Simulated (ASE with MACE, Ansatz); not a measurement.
# Σ5 (210)[001] symmetric tilt boundary in W (56 atoms): boundary energy

What is the boundary energy of this cell, counted against the bulk crystal, and how far does it hang on functional and mesh?

Calculated with Ansatz 0.2.0: Kohn-Sham DFT, PBE, PAW (set soft_2), plane waves; cutoff 420 eV, fermi-dirac smearing of 0.1 eV.

**The cells**

The cell holds 56 atoms: 56 W. Cell: a = 7.122 Å, b = 6.370 Å, c = 20.645 Å, α = 90.0°, β = 90.0°, γ = 90.0°. It derives from W. The starting structure: Two grains of W, one the mirror image of the other in the boundary plane, two boundaries a cell; of 6 trial joints (lateral shifts, openings, close atoms taken out) the lowest after a short relaxation with the MACE-MP-0b2 potential was kept (shift [0.5, 0.0] of the surface cell, opening 0.97 Å, one of each pair under 1.93 Å removed), then its atoms and the cell's length along the normal were relaxed with that potential. Lattice constants are starting values near those of PBE.

The bulk reference is W2 in a cell of 2 atoms, 16.155 Å³ an atom.

The input of the single point on the relaxed cell:

```yaml
crystal:
  lattice:
    - [7.12188, 0.0, 0.0]
    - [0.0, 6.37, 0.0]
    - [0.0, 0.0, 20.64477]
  atoms:
    - { symbol: W, position: [0.60023, 0.0, 0.00576] }
    - { symbol: W, position: [0.89966, 0.25, 0.03549] }
    - { symbol: W, position: [0.19886, 1.0, 0.07157] }
    - { symbol: W, position: [0.49824, 0.25, 0.10642] }
    [... 50 atom lines left out ...]
    - { symbol: W, position: [0.70033, 0.5, 0.5355] }
    - { symbol: W, position: [0.99975, 0.75, 0.50576] }
kpoints:
  mp_grid: { grid: [5, 6, 2] }
hamiltonian:
  xc: pbe
scf:
  occupations: { method: fermi_dirac, width: 0.1 }
output:
  forces: true
  stress: true
  populations: true
  dos:
    method: { smearing: { sigma: 0.08 } }
    de: 0.1
    projected:
      site_lists:
        W: [W]
        lower_grain: [... 28 sites ...]
        upper_grain: [... 28 sites ...]
  eigenvalues: true
  write_density: true
  write_potential: true
  volumetric_format: npy
```

| cell | formula | k-mesh | relaxation steps | gain on relaxing (eV) | free energy, PBE (eV) | time of its runs on this page |
| --- | --- | --- | --- | --- | --- | --- |
| Sigma5 (210)[001] symmetric tilt boundary in W | W56 | 5×6×2 (relaxed on 3×4×1) | 5 | 5.29 | -581535.237 | 41 s |
| bulk W | W2 | 17×17×17 | - | - | -20769.662 | 8 s |

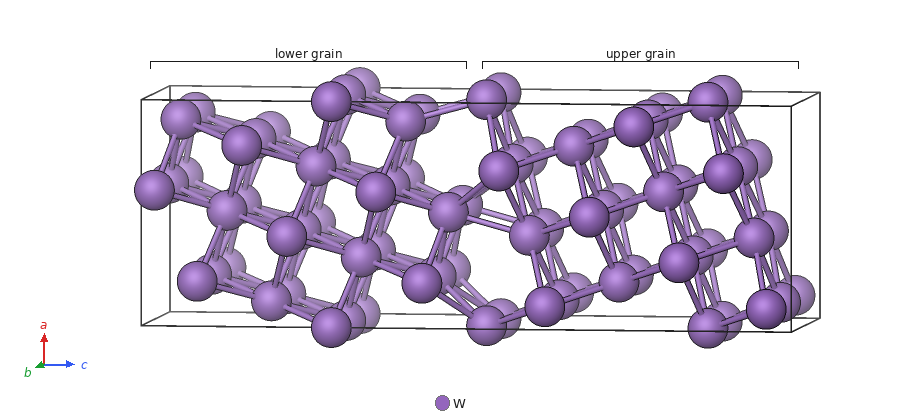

The relaxed cell. Some periodic images of atoms are drawn too.

**Boundary energy**

The excess is the cell's free energy less 28 times that of the bulk cell. It is divided by twice the area, as the cell holds two boundaries, so the value is their mean, and they need not be alike (45.37 Å²), with 1 eV/Å² = 16.022 J/m².

```
           level  k-mesh  excess (eV)  boundary energy (J/m²)  per area (meV/Å²)
             PBE   5×6×2       15.294                   2.701              168.6
PBE, denser mesh   6×7×2       15.284                   2.699              168.5
          PBEsol   5×6×2       16.199                   2.860              178.5
```

Worked for the first row at PBE: (-581535.237) − 28 × (-20769.662) = 15.294 eV (from unrounded energies).

Then 15.294 / (2 × 45.37) × 16.022 = 2.701 J/m².

**Findings**

At PBE the boundary energy is 2.70 J/m². At the same geometries the levels give 2.70 (PBE) to 2.86 J/m² (PBEsol) and the denser mesh leaves it within 0.01 J/m². Relaxing the atoms lowered it by 0.933 J/m² from the start (on the 3×4×1 mesh of the relaxation), and the farthest atom moved 0.24 Å.

Limits: The cell edges were held, so the lattice is the typed one for every functional, and the length along the normal is the one that the machine-learned potential gave. Cell and bulk are sampled on unlike meshes, and the error grows with the number of atoms subtracted. These are free energies under a smearing of 0.1 eV, whose entropy term isn't removed. The joint was picked among a few trials by a machine-learned potential, and a lower one may exist. Spin–orbit coupling is left out, which matters for the levels of the heavy elements. In some runs the program notes that the atoms just miss a symmetry operation.

[Logs are printed without paths, hosts, clocks, repeated set-up lines and the standing remarks that a program may print on its own settings, such as how far it seeks lower states.]

[Hosts, paths, dates, database ids (printed as entryN), source tags and the programs' standing remarks are cut or masked in the printed files.]
